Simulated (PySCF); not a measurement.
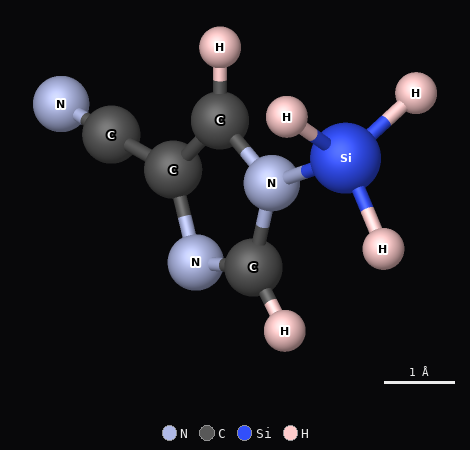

Figure 1. The structure (ball-and-stick view, seen at a tilt).

Spin–spin coupling calculation, with input and output: C4H5N3Si

System: C4H5N3Si.
Method: OLYP/6-31++G** indirect spin-spin coupling, non-relativistic, gas phase (PySCF 2.14.0).

The geometry comes from this level: GFN2-xTB.

**Log**
```
coarse grid: 12256 points
cycle   1  E = -609.1022424437  dE =  1.279e+00  |g| = 4.968e-01  |ddm| = 1.094e+01
cycle   2  E = -608.7779871881  dE =  3.243e-01  |g| = 1.231e+00  |ddm| = 5.705e+00
cycle   3  E = -609.1556244451  dE = -3.776e-01  |g| = 2.430e-01  |ddm| = 3.415e+00
cycle   4  E = -609.1681162922  dE = -1.249e-02  |g| = 1.004e-01  |ddm| = 1.173e+00
cycle   5  E = -609.1700258794  dE = -1.910e-03  |g| = 4.850e-02  |ddm| = 2.592e-01
cycle   6  E = -609.1704910987  dE = -4.652e-04  |g| = 1.729e-02  |ddm| = 1.394e-01
cycle   7  E = -609.1705573623  dE = -6.626e-05  |g| = 5.529e-03  |ddm| = 6.763e-02
cycle   8  E = -609.1705654285  dE = -8.066e-06  |g| = 1.289e-03  |ddm| = 1.756e-02
final grid: 116600 points
cycle   9  E = -609.0614924763  dE = -6.913e-05  |g| = 8.172e-03  |ddm| = 3.530e-01
cycle  10  E = -609.0614666657  dE =  2.581e-05  |g| = 1.272e-02  |ddm| = 7.250e-02
cycle  11  E = -609.0615082491  dE = -4.158e-05  |g| = 3.247e-03  |ddm| = 3.022e-02
cycle  12  E = -609.0615105155  dE = -2.266e-06  |g| = 1.129e-03  |ddm| = 1.050e-02
cycle  13  E = -609.0615107565  dE = -2.410e-07  |g| = 4.302e-04  |ddm| = 5.701e-03
cycle  14  E = -609.0615107993  dE = -4.279e-08  |g| = 1.043e-04  |ddm| = 1.356e-03
cycle  15  E = -609.0615108016  dE = -2.311e-09  |g| = 5.056e-05  |ddm| = 6.009e-04
cycle  16  E = -609.0615108022  dE = -6.215e-10  |g| = 1.444e-05  |ddm| = 1.105e-04
```

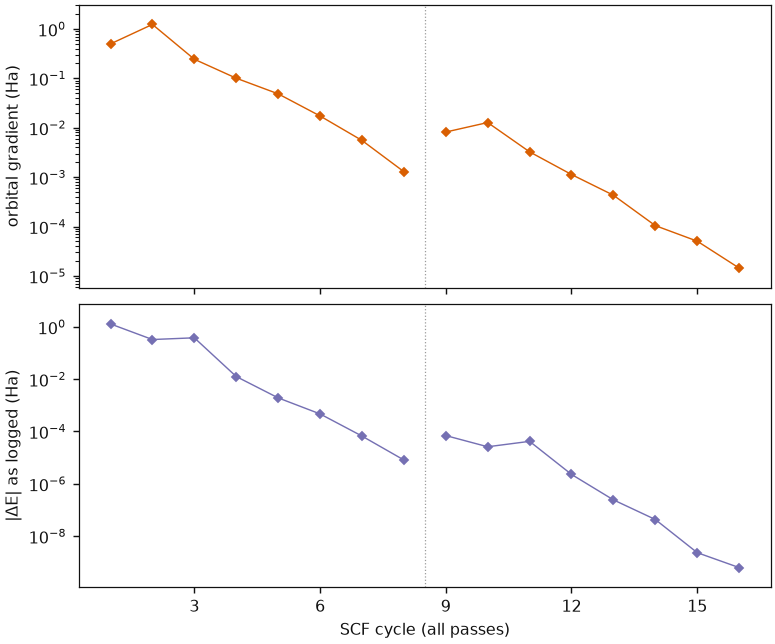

Figure 2. Convergence of the self-consistent field: orbital gradient and size of the energy change against the SCF cycle. The dotted line marks the change from a coarse to the final integration grid. The first 8 cycles use a coarse grid, the final grid takes over at cycle 9, and the field converges after 16 cycles in all.

```
converged SCF energy = -609.0615108022

Indirect spin-spin couplings (Hz)
  i      j    bonds     total        FC       PSO       DSO        SD
  0 N    1 C    1     -8.626    -5.823     1.377    -0.018    -4.162
  0 N    2 C    2      3.683     3.338     0.134     0.055     0.157
  0 N    3 C    3     -1.577    -1.472     0.255     0.029    -0.388
  0 N    4 N    4      0.180    -0.004     0.111    -0.013     0.086
  0 N    7 N    3      0.360     0.453    -0.108    -0.012     0.027
  0 N    8 H    4      0.445     0.349     0.018     0.075     0.003
  1 C    2 C    1    122.181   123.874    -2.039     0.347         -
  1 C    3 C    2      6.785     6.729     0.030     0.025         -
  1 C    4 N    3     -0.656    -0.638    -0.039     0.022    -0.001
  1 C    6 C    3      9.736     9.659     0.153    -0.076         -
  1 C    7 N    2     -6.096    -6.178     0.114    -0.012    -0.020
  1 C    8 H    3      0.910     0.841     0.031     0.037         -
  1 C    9 H    5      0.360     0.436     0.118    -0.194         -
  1 C   10 H    5     -0.173    -0.141     0.079    -0.110         -
  1 C   11 H    5     -0.175    -0.143     0.079    -0.110         -
  2 C    3 C    1     85.055    90.429    -5.704     0.331         -
  2 C    4 N    2     -5.454    -5.280     0.094    -0.022    -0.246
  2 C    5 Si   3     -3.782    -3.524    -0.213     0.055    -0.100
  2 C    6 C    2      0.450     0.421     0.003     0.025         -
  2 C    7 N    1     -6.063    -8.832     3.057    -0.125    -0.163
  2 C    8 H    2      5.095     6.132    -0.721    -0.317         -
  2 C    9 H    4      0.502     0.664     0.123    -0.286         -
  2 C   10 H    4     -0.237    -0.159     0.111    -0.190         -
  2 C   11 H    4     -0.235    -0.156     0.111    -0.190         -
  2 C   12 H    3     10.649    10.986     0.273    -0.609         -
  3 C    4 N    1    -19.199   -21.650     2.695    -0.136    -0.107
  3 C    5 Si   2     -2.601    -2.686     0.054     0.020     0.010
  3 C    6 C    2      5.529     5.709    -0.196     0.016         -
  3 C    7 N    2      0.664     0.231     0.375     0.004     0.054
  3 C    8 H    1    190.187   189.128    -0.069     1.128         -
  3 C    9 H    3      3.867     4.171     0.129    -0.434         -
  3 C   10 H    3      0.416     0.485    -0.075     0.006         -
  3 C   11 H    3      0.402     0.472    -0.074     0.004         -
  3 C   12 H    3      1.593     1.978     0.251    -0.637         -
  4 N    5 Si   1     13.095    13.574    -1.041     0.055     0.506
  4 N    6 C    1    -10.983   -13.430     2.776    -0.143    -0.187
  4 N    7 N    2     -0.950    -0.455    -0.547    -0.002     0.054
  4 N    8 H    2     -5.200    -5.620     0.350     0.077    -0.006
  4 N    9 H    2     -1.477    -1.544     0.066     0.002    -0.001
  4 N   10 H    2     -1.495    -1.551     0.038     0.018    -0.001
  4 N   11 H    2     -1.498    -1.553     0.038     0.018    -0.001
  4 N   12 H    2     -9.079    -9.515     0.371     0.079    -0.014
  5 Si   6 C    2     -1.942    -2.017     0.101     0.019    -0.046
  5 Si   7 N    3     -0.428    -0.496     0.036    -0.028     0.061
  5 Si   8 H    3     -1.264    -1.386     0.086     0.009     0.028
  5 Si   9 H    1   -196.000  -196.059     0.880    -0.222    -0.599
  5 Si  10 H    1   -198.898  -198.986     0.928    -0.214    -0.626
  5 Si  11 H    1   -198.937  -199.025     0.928    -0.214    -0.626
  5 Si  12 H    3     -0.770    -0.865     0.044     0.031     0.020
  6 C    7 N    1     -8.093   -11.893     4.630    -0.107    -0.724
  6 C    8 H    3      6.325     6.623     0.318    -0.615         -
  6 C    9 H    3      2.167     2.150    -0.173     0.190         -
  6 C   10 H    3      1.469     1.672     0.077    -0.280         -
  6 C   11 H    3      1.447     1.648     0.076    -0.278         -
  6 C   12 H    1    211.755   210.708    -0.156     1.204         -
  7 N    8 H    3      0.178    -0.155     0.055     0.248     0.029
  7 N   12 H    2    -10.247   -11.031     0.630     0.179    -0.024
  8 H    9 H    4     -0.827     0.238     0.700    -1.766         -
  8 H   10 H    4      0.326     0.090    -0.270     0.506         -
  8 H   11 H    4      0.311     0.082    -0.263     0.492         -
  8 H   12 H    4      0.556     1.362     1.591    -2.397         -
  9 H   10 H    2      2.018     3.880     0.524    -2.386         -
  9 H   11 H    2      2.067     3.929     0.524    -2.387         -
  9 H   12 H    4      0.983     0.174    -0.793     1.601         -
 10 H   11 H    2      7.805     9.568     0.547    -2.310         -
 10 H   12 H    4     -0.946    -0.274     0.455    -1.127         -
 11 H   12 H    4     -0.942    -0.275     0.450    -1.118         -
```

This output came from the following input.

**Input file**
```
{"job": {"kind": "j", "xc": "OLYP", "basis": "6-31++G**"}, "charge": 0, "multiplicity": 1}
N      4.139272     0.378747     0.292626
C      3.033768     0.102582     0.165851
C      1.669554    -0.199426     0.020369
C      0.601059     0.643142     0.204776
N     -0.527841    -0.081577    -0.047804
Si    -2.187088     0.501752     0.037270
C     -0.078710    -1.331329    -0.373986
N      1.207282    -1.440453    -0.345034
H      0.564246     1.674517     0.489433
H     -2.984342    -0.665519    -0.317217
H     -2.398625     0.953462     1.410114
H     -2.294600     1.592579    -0.928147
H     -0.748363    -2.127991    -0.625979
```

The first line tells a small driver script what to run in PySCF; the rest is the geometry in Å.

Launched with:
```bash
OMP_NUM_THREADS=1 python <driver script> task.json out
```

**Key numbers**

- outcome: converged
- total energy: −609.061511 hartree
- HOMO: −6.20 eV
- LUMO: −1.65 eV
- dipole moment: 7.75 D
- hardware: 1 CPU thread, shared host
- wall time: 43 s
- peak memory: 0.61 GiB

**Remarks**

Settings chosen away from the usual ones: OLYP/6-31++G**.
